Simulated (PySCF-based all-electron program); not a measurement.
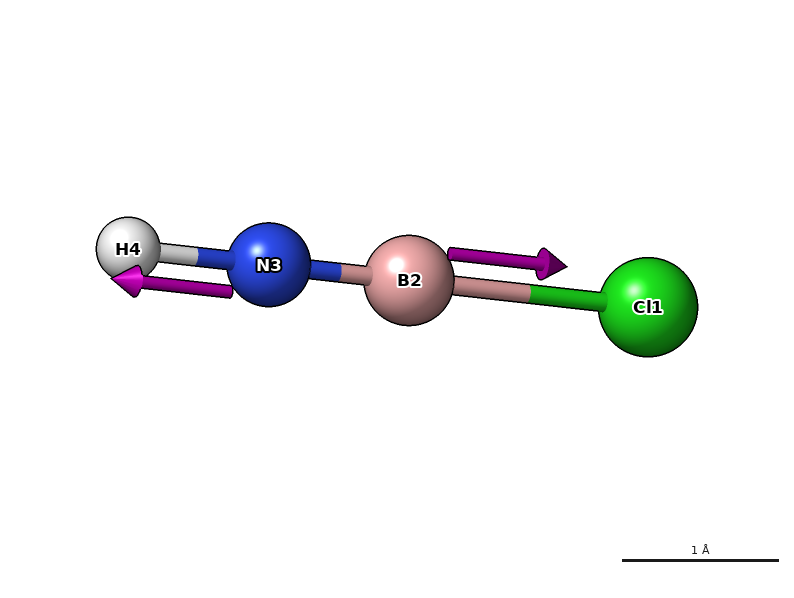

Arrows show the forces on the atoms, 0.02 Å of arrow for 1 eV/Å; forces under a tenth of the largest aren't drawn. Level of theory: r2SCAN, all-electron, scalar-relativistic (spin-free Dirac), large uncontracted Gaussian sets (PySCF-based all-electron program).

Q: Along which bond is the force strongest?

A: B2–N3, now 0.996 Å: the forces push its atoms apart, so a first step downhill lengthens it.

List the force components in the frame of the picture (x right, y up, z towards the viewer), in eV/Å.

```csv
atom,Fx,Fy,Fz
Cl1,0.29,−0.03,−0.13
B2,37.99,−4.25,−17.45
N3,−38.74,4.33,17.79
H4,0.47,−0.05,−0.21
```
